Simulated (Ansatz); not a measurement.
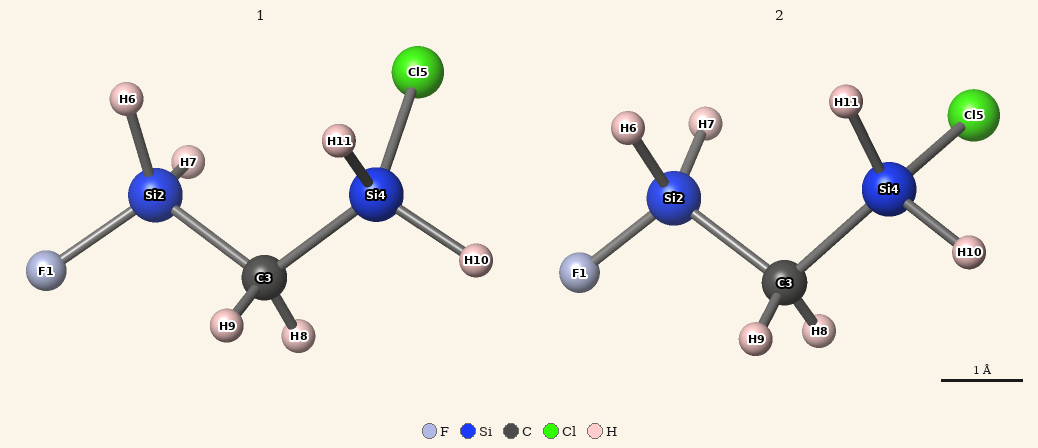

Two geometries of CH$_{6}$ClFSi$_{2}$ (coarse preliminary run), drawn at one scale. One is the start of a relaxation, the other its converged end. Style: ball-and-stick. Shown at a tilt.

All numbers below come from RKS PBE-D4/def2-SVP (Ansatz 0.2.0). (force threshold 0.03 eV/Å; at most 200 steps)

Which geometry has the lower energy?

Answer. Structure 1 is the relaxed one. The start comes from a force field. The largest move after the best rigid fit is that of Cl5, 0.76 Å. By element the largest moves are Cl 0.76 Å, H 0.71 Å, F 0.27 Å, Si 0.15 Å, C 0.09 Å. Some distances before and after: F1–Si2 1.560 → 1.645 Å, Si2–C3 1.828 → 1.884 Å, Si2–H6 1.537 → 1.501 Å, C3–H8 1.076 → 1.110 Å. Bond angles that change, for instance: Si2–C3–Si4 107.0° → 114.1°, H6–Si2–H7 106.5° → 111.5°, C3–Si4–H11 115.0° → 110.6°. Groups turn about C3–Si4 by about 30°. The energy falls by 31.4 kJ/mol in 14 accepted moves (15 points after the start). Largest force component: 2.7 eV/Å at the start, 0.014 eV/Å at the end. The line search rejected the trial step at point 12 of the run. The forces were under the threshold at step 11, but the run went on from there.
